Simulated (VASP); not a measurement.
Data:

```
CELL_PARAMETERS angstrom
      1.36805    -2.36954     0.00000
      1.36805     2.36954     0.00000
      0.00000     0.00000     4.37857
ATOMIC_POSITIONS crystal
  Tc 0.33333 0.66667 0.25000
  Tc 0.66667 0.33333 0.75000
```

Method: optB86b-vdW, VASP's PBE PAW potentials (set 64) (plane waves; VASP 6.6.1). Run with 520 eV cut-off, 17×17×9 Γ-centred mesh, tetrahedra with Blöchl corrections, potentials Tc_pv.

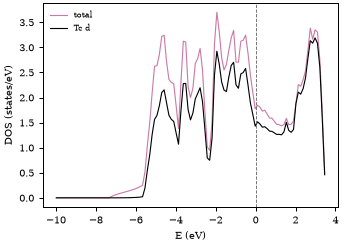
Figure. Total and projected density of states, zero at the Fermi level

Within 2 eV below the Fermi level the largest weight inside VASP's projection spheres is Tc d.

It has no gap at this level: it comes out as a metal or semimetal.

The compound is Tc in the hcp structure. It was relaxed first.
